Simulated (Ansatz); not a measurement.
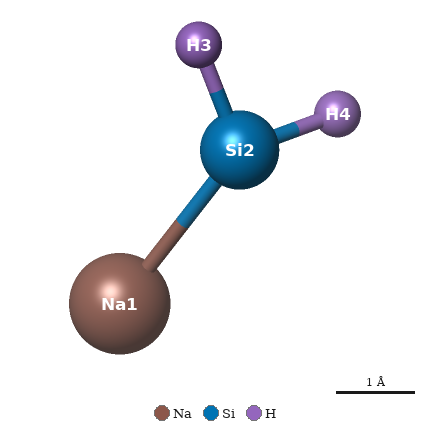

Figure made from data computed with Ansatz.

Atoms carry their numbers in the input. The species is neutral and a spin doublet. Geometry: atoms displaced at random (about 0.03 Å) from a stationary point of GFN2-xTB.

**Which bond is the longest?**

Na1–Si2, 2.717 Å.
